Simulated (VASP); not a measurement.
Shape and ions are relaxed at each volume.

Energy against volume of SiO2 (rutile). The numbers are results of r2SCAN meta-GGA, VASP's PBE PAW potentials (set 64) (plane waves; VASP), not measurements.

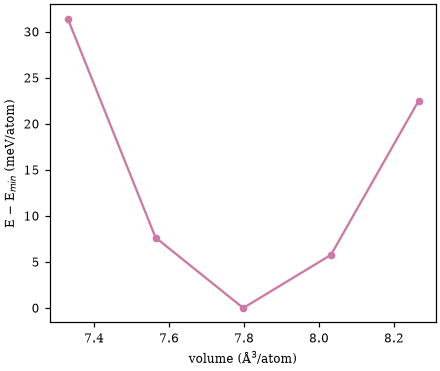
Fig. 1. Energy against volume

### Question
Estimate the equilibrium volume and the bulk modulus.

### Answer
The minimum lies near 7.8 Å³/atom, and the curvature gives B0 of about 300 GPa.

Measured: bulk modulus 310 GPa at 300 K (computed value off by -2.6 %), as given by arXiv:1001.2066. The calculation is for a static lattice, while the measured bulk modulus holds thermal and zero-point effects, which are part of the difference.

The compound is SiO2 in the rutile structure, stishovite, a high-pressure form. It was relaxed first.
